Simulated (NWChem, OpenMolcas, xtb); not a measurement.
InSiH5 (SMILES [SiH3][InH2]): methods side by side

InSiH5: 7 atoms, total charge 0, spin state singlet. SMILES: `[SiH3][InH2]`. Geometry: relaxed at PBE0-D4/def2-TZVP.

```tsv
atom	x (Å)	y (Å)	z (Å)
Si	-0.6671	-0.6415	-0.6421
In	0.8308	0.8376	0.8405
H	-2.1199	-0.3711	-0.4636
H	-0.4320	-2.0833	-0.3459
H	-0.3380	-0.4255	-2.0800
H	0.1791	2.0621	1.8720
H	2.5471	0.6218	0.8191
```

Quantity: the dipole moment, in D. The values are calculated.

| level | kind | program | value (D) | CPU time |
| --- | --- | --- | --- | --- |
| GFN2-xTB | semi-empirical | xtb | 1.80 | under 2 s |
| GFN0-xTB | semi-empirical | xtb | 2.76 | under 2 s |
| GFN1-xTB | semi-empirical | xtb | 0.25 | under 2 s |
| HF/LANL2DZ (core potential) | Hartree–Fock | OpenMolcas | 0.37 | 2.4 s |
| HF/STO-3G | Hartree–Fock | NWChem | 0.45 | 4.3 s |
| HF/3-21G | Hartree–Fock | NWChem | 0.63 | 4.9 s |
| HF/def2-SVP (core potential) | Hartree–Fock | OpenMolcas | 0.21 | 5.4 s |
| BP86/def2-SVPD (core potential) | GGA | OpenMolcas | 0.05 | 38 s |
| TPSSh/3-21G | hybrid meta-GGA | NWChem | 0.43 | 13 s |
| PBE0/def2-SVP (core potential) | global hybrid | NWChem | 0.17 | 17 s |

All-electron rows without a relativistic Hamiltonian named are non-relativistic, while core potentials hold scalar relativity, so basis and relativity change together. The values span 0.05 to 2.76 D. Magnitudes only: a small dipole may point the other way at some levels. Sets without polarisation functions give poor dipoles. Without the sets that lack polarisation functions the rows with a basis span only 0.05 to 0.21 D. Times are those of the runs behind each value, whatever else they computed, on shared processors of several kinds: orders of magnitude only.

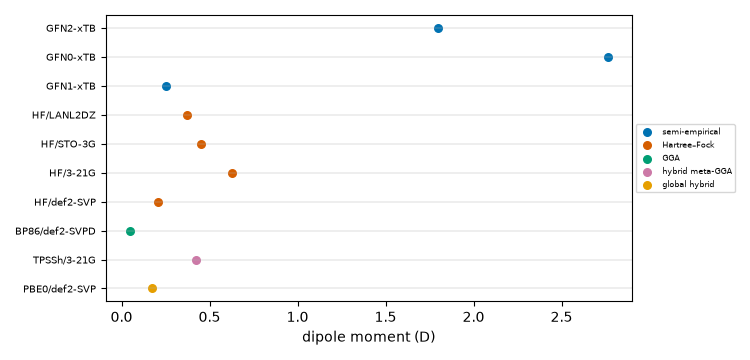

The values of the table, level by level.
